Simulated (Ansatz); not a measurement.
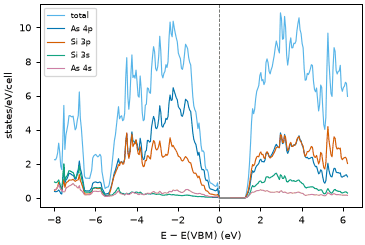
Figure. Total and projected density of states of SiAs in space group C2/m (No. 12; Pearson symbol mS24), the program Ansatz at the r²SCAN+D4 level (PAW)

Q: Which orbitals carry the states next to the gap?

A: Top 1 eV of the valence band: As 4p 61 %, Si 3p 27 %, As 4s 7 %. Bottom 1 eV of the conduction band: Si 3p 37 %, As 4p 31 %, Si 3s 13 %, As 4s 7 %, outside the projected shells 12 %. Projections are on Löwdin-orthogonalised atomic valence shells; empty p or d shells of many metals are not among them.

Q: Where is the tallest occupied peak in this window, and what makes it?

A: Near -2.2 eV, about 10 states/eV per cell; the largest projected share is As 4p.

The start of the workflow was typed in or built on a structure type; neither database checked (COD, Materials Project) lists it. Its standing as an ambient phase is unchecked. Symmetry was held in the r²SCAN+D4 relaxation; its stability against distortions is not shown here. Spin–orbit coupling is left out wherever it is not named.

Potentials: the later of the program's two PAW sets.
